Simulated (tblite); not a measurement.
# C7H10Ge: the cost of one run

Programs: tblite 0.8.0 and PySCF 2.14.0, with density-fitted response routines of our own. Each step states its level of theory. These are calculated values for one molecule in the gas phase, unless marked as measured. Atoms count from 0, in the outputs and in this text.

## Step 1: Starting geometry

18 atoms, charge 0, multiplicity 1; geometry from: force field or distance geometry start.

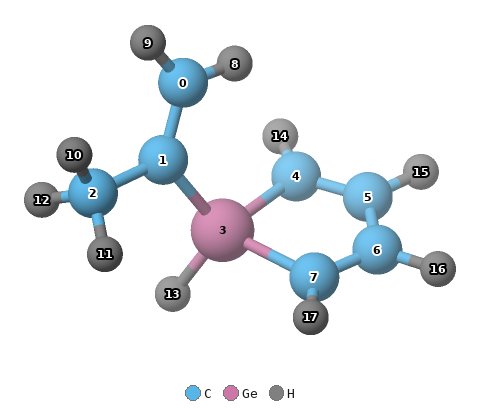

The starting geometry (carbon blue, germanium pink, hydrogen grey), atoms numbered.

## Step 2: Relaxing the molecule with GFN2-xTB

Job settings and geometry (Å):

```
{"job": {"kind": "relax", "xc": "GFN2-xTB", "basis": "xTB"}, "charge": 0, "multiplicity": 1}
C     -1.557300     1.469300    -0.242800
C     -1.421800     0.139900    -0.341300
C     -2.583000    -0.763400    -0.020100
Ge     0.216500    -0.660100    -0.839900
C      1.486800     0.590100    -1.546800
C      2.484300     0.636100    -0.714000
C      2.453500    -0.162500     0.447700
C      1.425200    -0.935700     0.671400
H     -0.674700     2.048400    -0.476400
H     -2.517500     1.915900     0.051600
H     -3.369400    -0.257500     0.559000
H     -2.273600    -1.674400     0.547500
H     -3.026000    -1.128800    -0.961500
H      0.084900    -1.925000    -1.701600
H      1.379000     1.153300    -2.472300
H      3.351700     1.316800    -0.925100
H      3.288700    -0.157500     1.206000
H      1.243900    -1.598600     1.482200
```

Command:

```
$ OMP_NUM_THREADS=1 python probes_run.py task.json out
```

One launch serves the whole session: the jobs run in the order shown.

Q: Estimate the wall time and peak memory of this first job on 1 thread of Intel Xeon at 2.50GHz, shared host.

About 1.5 s, with a peak of 0.18 GiB.
